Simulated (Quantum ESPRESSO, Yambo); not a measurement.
# A GW chain in Yambo: SiC (Moissanite), part 3 of 3

Wanted: ground state, empty states, screening and self-energy for SiC (Moissanite).

Quantum ESPRESSO 7.5 and Yambo 5.3.0; PBE and many-body steps on it, plane waves. Known limits of the many-body steps: not at the basis limit; coarse k mesh.

So far. Step 3 (Bands along the symmetry lines): The gap is 2.283 eV, as in the run before at this level. Step 4 (Empty states on the mesh, 3×3×4 mesh, 496 bands): On this mesh the gap is 2.283 eV.

## 6. Screening and self-energy, 3×3×4 mesh, 496 bands, screening to 353.7 eV

G0W0 replaces the xc potential by the self-energy, built once from these orbitals. Only a window of levels is corrected, while the sums run over the empty bands that the input names.

This step: G0W0 on PBE, plane waves, norm-conserving pseudopotentials.

File gw3.in:

```
HF_and_locXC
gw0
dyson
ppa
em1d
rim_cut
RandQpts= 1000000
RandGvec= 1 RL
EXXRLvcs= 74 Ry
VXCRLvcs= 296 Ry
Chimod= "HARTREE"
% BndsRnXp
 1 | 496 |
%
NGsBlkXp= 26 Ry
% LongDrXp
 1 | 1 | 1 |
%
% GbndRnge
 1 | 496 |
%
DysSolver= "n"
ExtendOut
PPAPntXp= 27.21138 eV
% QPkrange
 1 | 1 | 7 | 10 |
 7 | 7 | 7 | 10 |
 4 | 4 | 7 | 10 |
%
```

On the command line:

```console
> OMP_NUM_THREADS=1 mpirun -n 4 yambo -F gw3.in -J gw3 -C gw3 > gw3.log
```

Log:

```text
 Yambo, version 5.3.0

 [02] CORE Variables Setup
 =========================

  [... cell, symmetries and grids as in the set-up ...]

  [02.05] Energies & Occupations
  ==============================

  [X] === General ===
  [X] Electronic Temperature                        :  0.000000  0.000000 [eV K]
  [X] Bosonic    Temperature                        :  0.000000  0.000000 [eV K]
  [X] Finite Temperature mode                       : no
  [X] El. density                                   :  0.38681E+24 [cm-3]
  [X] Fermi Level                                   :  9.650849 [eV]

  [X] === Gaps and Widths ===
  [X] Conduction Band Min                           :  2.283037 [eV]
  [X] Valence Band Max                              :  0.000000 [eV]
  [X] Filled Bands                                  :   8
  [X] Empty Bands                                   :     9   496
  [X] Direct Gap                                    :  4.286464 [eV]
  [X] Direct Gap localized at k                     :   4
  [X] Indirect Gap                                  :  2.283037 [eV]
  [X] Indirect Gap between kpts                     :   1   7
  [X] Last valence band width                       :  3.832875 [eV]
  [X] 1st conduction band width                     :  3.608972 [eV]

 [03] Transferred momenta grid and indexing
 ==========================================

 IBZ Q-points                                      :  10
 BZ  Q-points                                      :   36

 K/Q-points units:
 rlu = crystal or reduced units; cc = cartesian coordinates; iku = interal k-units

 Q [ 1]         [rlu]:  0.000000  0.000000  0.000000
 Q [ 2]         [rlu]:  0.000000  0.000000  0.250000
 Q [ 3]         [rlu]:  0.000000  0.000000 -0.500000
 Q [ 4]         [rlu]:  0.10530E-16  0.33333       0.0000
 Q [ 5]         [rlu]:  0.10530E-16  0.33333      0.25000
 Q [ 6]         [rlu]:  0.10530E-16  0.33333     -0.50000
 Q [ 7]         [rlu]:  0.333333  0.333333  0.000000
 Q [ 8]         [rlu]:  0.333333  0.333333  0.250000
 Q [ 9]         [rlu]:  0.333333  0.333333 -0.500000
 Q [10]         [rlu]: -0.10530E-16 -0.33333      0.25000

 [04] Coloumb potential Random Integration (RIM)
 ===============================================

  [04.01] RIM initialization
  ==========================

  * Diagonal components only detected *

  8 x (sBL volume)        :  0.197473 [a.u.]
  sBZ random points       :  1000000
  Points outside the sBZ  :   7980387
  RL volume               :  0.888629 [a.u.]
  Integrated volume       :  0.890813 [a.u.]

  [04.02] RIM integrals
  =====================

  Gamma point sphere radius             :  0.105630 [a.u.]
  Points outside the sphere             :   813512
  [Int_sBZ(q=0) 1/q^2]*(Vol_sBZ)^(-1/3) =:  7.220721
                                 should be <:  7.795600

  Summary of Coulomb integrals for non-metallic bands |Q|[au] RIM/Bare

  Q [1] 0.100000E-4 0.926256 * Q [2] 0.164665 0.633513
  Q [3] 0.329330 0.866147 * Q [4] 0.416047 1.148303
  Q [5] 0.447448 1.092121 * Q [10] 0.447448 1.090956
  Q [6] 0.530616 1.026046 * Q [7] 0.720615 1.047175
  Q [8] 0.739189 1.040740 * Q [9] 0.792303 1.027473

 [05] Dipoles
 ============

  [05.01] Setup: observables and procedures
  =========================================

  [WARNING] [x,Vnl] slows the Dipoles computation. To neglect it rename the ns.kb_pp file

 [06] Dynamic Dielectric Matrix (PPA)
 ====================================

 [WR./gw3//ndb.pp]---------------------------------------------------------------
  Brillouin Zone Q/K grids (IBZ/BZ)                :   10   36   10   36
  RL vectors                                       :   3863 [WF]
  Coulomb cutoff potential                         : none
  Electronic Temperature                           :  0.000000 [K]
  Bosonic    Temperature                           :  0.000000 [K]
  PPA    diel. fun.  energies                      : Perdew, Burke & Ernzerhof(X)+Perdew, Burke & Ernzerhof(C)
  wavefunctions                                    : Perdew, Burke & Ernzerhof(X)+Perdew, Burke & Ernzerhof(C)
  Global Gauge                                     : length
  X matrix size                                    :   651
  X band range                                     :     1   496
  X e/h energy range                               : -1.000000 -1.000000 [eV]
  X Time ordering                                  : R
  X Hxc Kernel                                     : HARTREE
  X Drude frequency                                :  0.000000  0.000000
  X poles                                          :  100.0000 [o/o]
  RL vectors in the sum                            :   3863
  [r,Vnl] included                                 : yes
  Field direction                                  :  0.577350E-5  0.577350E-5  0.577350E-5
  BZ energy Double Grid                            : no
  BZ energy DbGd points                            : 0
  BZ Q point size factor                           : -1.000000
  X Optical Averaged directions                    : none

 [07] Local Exchange-Correlation + Non-Local Fock
 ================================================

 [VXC] Plane waves :  23969
 [EXS] Plane waves :  3009

 QP @ state[ 1 ] K range:  1  1
 QP @ state[ 1 ] b range:   7  10
 QP @ state[ 2 ] K range:   4   4
 QP @ state[ 2 ] b range:   7  10
 QP @ state[ 3 ] K range:   7   7
 QP @ state[ 3 ] b range:   7  10

 [xc] Functional : Perdew, Burke & Ernzerhof(X)+Perdew, Burke & Ernzerhof(C)
 [xc] LIBXC used to calculate xc functional
  PP Number of Atomic Species                      :  2
  NLCC RL compoments                               :  23969
  PP Number of Atomic Species                      :  2
  NLCC RL compoments                               :  23969

 [xc] E_xc :  -6.119829 [Ha]
      E_xc :  -12.23966 [Ry]

  Local XC kind (lXC) : Perdew, Burke & Ernzerhof(X)+Perdew, Burke & Ernzerhof(C)
  Non-Local XC kind (nlXC) : Hartree-Fock

  Corrections @ K [1] :  [eV]
 <7|nlXC|7> = -17.88872 -0.78240E-17 <7|lXC|7> = -15.06937 -0.18882E-15
 <8|nlXC|8> = -17.88813  0.15773E-16 <8|lXC|8> = -15.06937  0.18882E-15
 <9|nlXC|9> = -6.641639 -0.38327E-17 <9|lXC|9> = -12.10368  0.000000
 <10|nlXC|10> = -7.141519 -0.40121E-17 <10|lXC|10> = -12.78151  0.37763E-15

  Corrections @ K [4] :  [eV]
 <7|nlXC|7> = -16.71616  0.48470E-19 <7|lXC|7> = -13.76423  0.94408E-16
 <8|nlXC|8> = -17.80459 -0.91047E-17 <8|lXC|8> = -14.65947 -0.37763E-15
 <9|nlXC|9> = -5.745498 -0.21595E-17 <9|lXC|9> = -10.64716  0.94408E-16
 <10|nlXC|10> = -6.162123  0.75932E-18 <10|lXC|10> = -11.30916  0.29503E-17

  Corrections @ K [7] :  [eV]
 <7|nlXC|7> = -16.96346 -0.14591E-16 <7|lXC|7> = -13.05417  0.35403E-16
 <8|nlXC|8> = -16.97495  0.80779E-17 <8|lXC|8> = -13.14519 -0.47204E-16
 <9|nlXC|9> = -5.490164 -0.53753E-18 <9|lXC|9> = -9.853741  0.000000
 <10|nlXC|10> = -6.330252  0.24215E-17 <10|lXC|10> = -12.28319 -0.47204E-16

 [08] Dyson equation: Newton solver
 ==================================

  [08.01] G0W0 (W PPA)
  ====================

  [  GW  ] Bands range     :     1   496
  [GW/PPA] G damping       :  0.100000 [eV]

  QP @ state[ 1 ] K range:  1  1
  QP @ state[ 1 ] b range:   7  10
  QP @ state[ 2 ] K range:   4   4
  QP @ state[ 2 ] b range:   7  10
  QP @ state[ 3 ] K range:   7   7
  QP @ state[ 3 ] b range:   7  10

   Sc/G bands                                       :     1   496
   Sc/G damping                                     :  0.100000 ev
   Sc bands terminator                              : no
   Sx RL components                                 :  3009

   QP @ state[ 1 ] K range                          :  1  1
   QP @ state[ 1 ] b range                          :   7  10
   QP @ state[ 2 ] K range                          :   4   4
   QP @ state[ 2 ] b range                          :   7  10
   QP @ state[ 3 ] K range                          :   7   7
   QP @ state[ 3 ] b range                          :   7  10
   GF energies kind                                 : Perdew, Burke & Ernzerhof(X)+Perdew, Burke & Ernzerhof(C)
   GF WF`s kind                                     : Perdew, Burke & Ernzerhof(X)+Perdew, Burke & Ernzerhof(C)
   Xs energies kind                                 : Perdew, Burke & Ernzerhof(X)+Perdew, Burke & Ernzerhof(C)
   Xs WF`s kind                                     : Perdew, Burke & Ernzerhof(X)+Perdew, Burke & Ernzerhof(C)

 [11] Game Over & Game summary
```

Run time: 21 min. Hardware: 4 MPI ranks of Arm Neoverse V1, shared host; peak memory 2.6 GiB; 84 min of CPU time.

This step gave:

```yaml
g0w0_gap_on_the_points_computed: 3.100 eV
starting_gap_on_the_mesh: 2.283 eV
k_of_the_valence_top: 0, 0, 0
k_of_the_conduction_bottom: 0.3333, 0.3333, 0
least_direct_g0w0_gap_on_the_computed_points: 5.298 eV
z_at_the_valence_top: 0.7943
z_at_the_conduction_bottom: 0.8272
```

The gap on the mesh goes from 2.28 eV to 3.10 eV, a correction of +0.82 eV.

Limits: finite bands, cutoff and mesh; coarse k mesh. v1 is the top filled band, c1 the lowest empty one. The levels before and after the correction (eV, zero at the valence-band top of each column):

|  | conduction bottom | valence top |
| --- | --- | --- |
| Kohn-Sham | 2.28 | 0.00 |
| G0W0 | 3.10 | 0.00 |

```
                        level  energy (eV)
Kohn-Sham             Γ v2-v1        0.000
Kohn-Sham                Γ c1        4.799
Kohn-Sham                Γ c2        6.202
Kohn-Sham  (0.333 0.333 0) v2       -4.045
Kohn-Sham  (0.333 0.333 0) v1       -3.833
Kohn-Sham  (0.333 0.333 0) c1        2.283
Kohn-Sham  (0.333 0.333 0) c2        8.174
     G0W0             Γ v2-v1        0.000
     G0W0                Γ c1        5.795
     G0W0                Γ c2        7.109
     G0W0  (0.333 0.333 0) v2       -4.298
     G0W0  (0.333 0.333 0) v1       -4.105
     G0W0  (0.333 0.333 0) c1        3.100
     G0W0  (0.333 0.333 0) c2        9.318
```

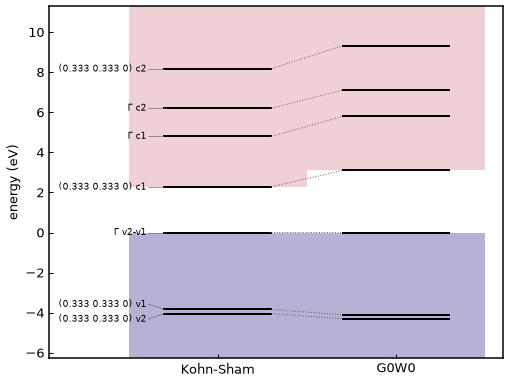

Levels before and after the correction. Shaded: valence and conduction bands.

## 7. Where the time went

Times are wall times on the hardware named with each run, good to a factor of about two.

```csv
step,time,share,memory (GiB)
ground state,4.3 s,0 %,0.23
bands along the symmetry lines,4.5 s,0 %,0.21
empty states on the mesh,84 s,6 %,0.82
conversion and set-up,2.1 s,0 %,0.23
screening and self-energy,21 min,93 %,2.6
```

## 8. Summary of results

| Quantity | Value |
| --- | --- |
| PBE gap | 2.28 eV, indirect |
| G0W0 gap on the mesh | 3.10 eV |
| GW settings | 3×3×4 mesh, 496 bands, screening to 353.7 eV, Godby-Needs plasmon pole |
| known limits | not at the basis limit; coarse k mesh |

In words: G0W0 moves the gap on the mesh from 2.28 eV to 3.10 eV (+0.82 eV), with Z of 0.79 and 0.83 at the edges. Only 3 of the mesh's irreducible points were corrected, so a valley elsewhere could overtake. The dearest step here is «screening and self-energy». Against experiment, by G0W0@PBE: the gap of 3.10 eV lies −0.23 eV from the measured 3.33 eV (kind not stated, quoted 2020). The calculation has static nuclei and no excitons; a measured gap holds zero-point and thermal motion, which mostly lowers it. Bands and cutoff are finite, so the gap is not at the basis limit. The miss can reach some tenths of an eV and take either sign; the mesh is an error of its own. In the G0W0 run levels were corrected at 3 k points alone, so a gap called «on the mesh» is the least over those, and an edge elsewhere would be missed. The 3×3×4 mesh is coarse for this cell, which bears on the long-range parts of exchange and screening.

[Paths, hosts, dates, memory and timing lines, banners, echoed tables and standing remarks are left out of the program output.]

[Logs are printed without paths, hosts, clocks, repeated set-up lines and the standing remarks that a program may print on its own settings, such as how far it seeks lower states.]

[Runs of the session that timed out or met a known fault of the program may be left out.]

[Hosts, paths, dates, database ids (printed as entryN), source tags and the programs' standing remarks are cut or masked in the printed files.]
